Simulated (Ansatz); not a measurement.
How methods differ on GeH3O (SMILES [O][GeH3])

GeH3O has 5 atoms, charge 0, and is taken as a doublet. SMILES: `[O][GeH3]`. The coordinates come from a PBE0-D4/def2-TZVP relaxation.

```xyz
5

O    -1.4439    0.4186    0.7773
Ge    0.0723   -0.0563   -0.0569
H    -0.1622   -0.0912   -1.5747
H     0.5480   -1.4181    0.4715
H     1.0357    1.0734    0.3414
```

Quantity: the energy change with the O1–Ge2 bond stretched from 1.795 to 2.243 Å, in eV. The values are calculated.

```
           level                    kind  program  value (eV)  less FCI/STO-3G
      UHF/STO-3G            Hartree–Fock   Ansatz        1.22            +0.28
  U-wB97X/STO-3G  range-separated hybrid   Ansatz        1.39            +0.45
  RPA@PBE/STO-3G                     RPA   Ansatz        0.76            -0.18
     UMP2/STO-3G     perturbation theory   Ansatz        1.46            +0.52
 UBCCD(T)/STO-3G   coupled cluster or CI   Ansatz        0.94             0.00
 UCCSD(T)/STO-3G   coupled cluster or CI   Ansatz        0.95            +0.01
UCCSDT(Q)/STO-3G   coupled cluster or CI   Ansatz        0.94             0.00
   UCCSDT/STO-3G   coupled cluster or CI   Ansatz        0.94             0.00
      FCI/STO-3G      exact in the basis   Ansatz        0.94             0.00
```

FCI/STO-3G is exact within its basis and frozen core, so for wave-function methods in that basis the difference is their error; functionals converge differently with the basis, so for them it is only a difference. All-electron rows without a relativistic Hamiltonian named are non-relativistic. The first shape isn't each level's own minimum. The values span 0.76 to 1.46 eV. Spin contamination of the reference (⟨S²⟩ at least 0.1 too high) touches UHF/STO-3G, UMP2/STO-3G, UBCCD(T)/STO-3G, UCCSD(T)/STO-3G, UCCSDT(Q)/STO-3G, UCCSDT/STO-3G. All rows use very small basis sets, so none should be taken for the real molecule's value. In the correlated wave-function rows the outer d shell of Ge is correlated, in sets not made for it.

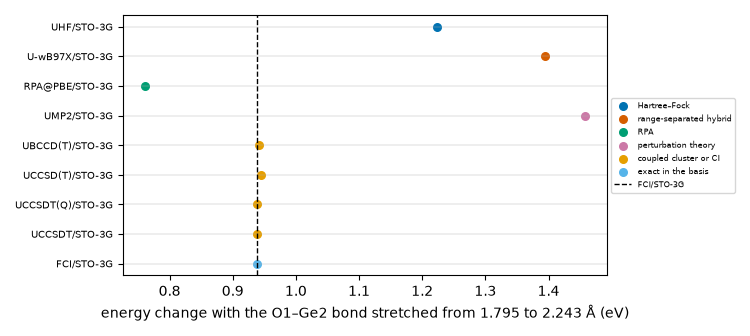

The values of the table, level by level.
